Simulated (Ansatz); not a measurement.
The figure comes from a scan of WC (WC type, space group P-6m2): one C atom of a 2-atom cell moves by s towards the nearest neighbour, with its periodic images. All values below come from PBE (plane waves to 420 eV, PAW, scalar-relativistic; Ansatz, an electronic-structure program). k mesh 15×15×13 (Γ-centred), Fermi-Dirac smearing 0.05 eV. Left out: 1 of 11 points, with atoms too close for the PAW data. With partly filled bands, energies and forces of such displacements shift with the k mesh and the smearing. F∥ is the force on the atom along that direction. Spin-orbit coupling is left out, though W is heavy. WC is run without spin polarisation. WC was relaxed with its symmetry unable to fall. 

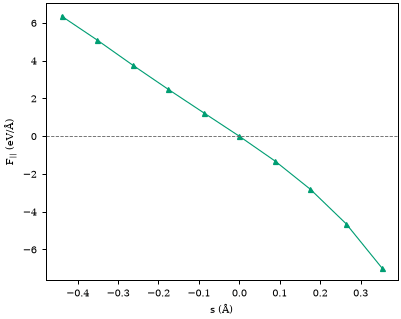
Figure: F∥ (eV/Å) against s (Å); computed points joined by lines.

Q: Read the plotted values off the figure, to the accuracy that the plot allows.

A: To the nearest 0.2:

```csv
s (Å),F∥ (eV/Å)
-0.440,6.4
-0.352,5.0
-0.264,3.8
-0.176,2.4
-0.088,1.2
0.000,0.0
0.088,-1.4
0.176,-2.8
0.264,-4.6
0.352,-7.0
```

(A displaced cell: forces are minus the slopes of the energy, force constants its curvatures, and phonons follow from these.)
